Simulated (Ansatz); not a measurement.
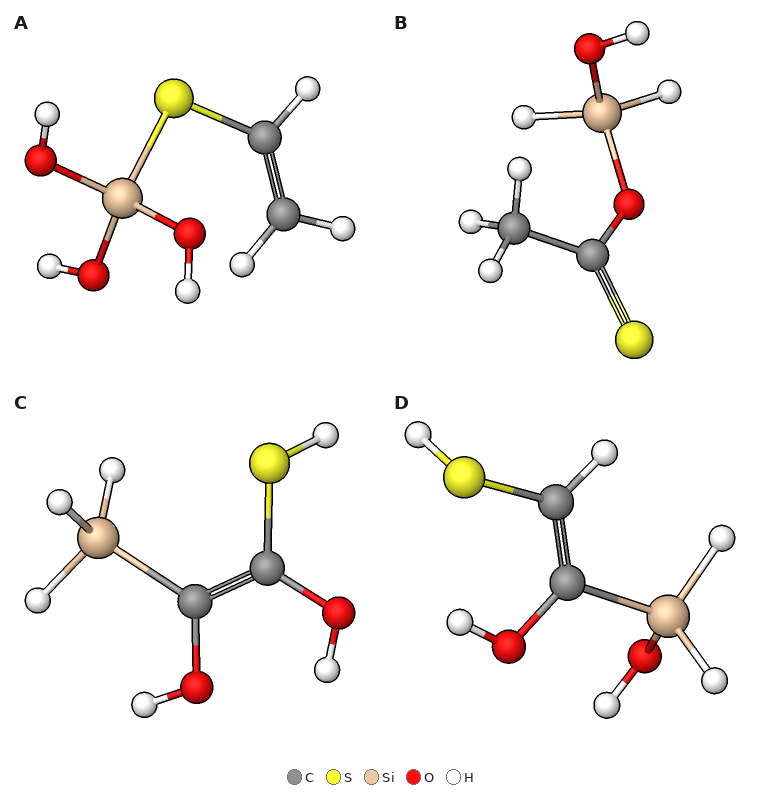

The picture comes from a calculation with Ansatz.

Match each picture to its SMILES.
(1) O/C([SiH3])=C(\O)S
(2) C=CS[Si](O)(O)O
(3) CC(=S)O[SiH2]O
(4) O[SiH2]/C(O)=C/S

A is (2), B is (3), C is (1), D is (4).
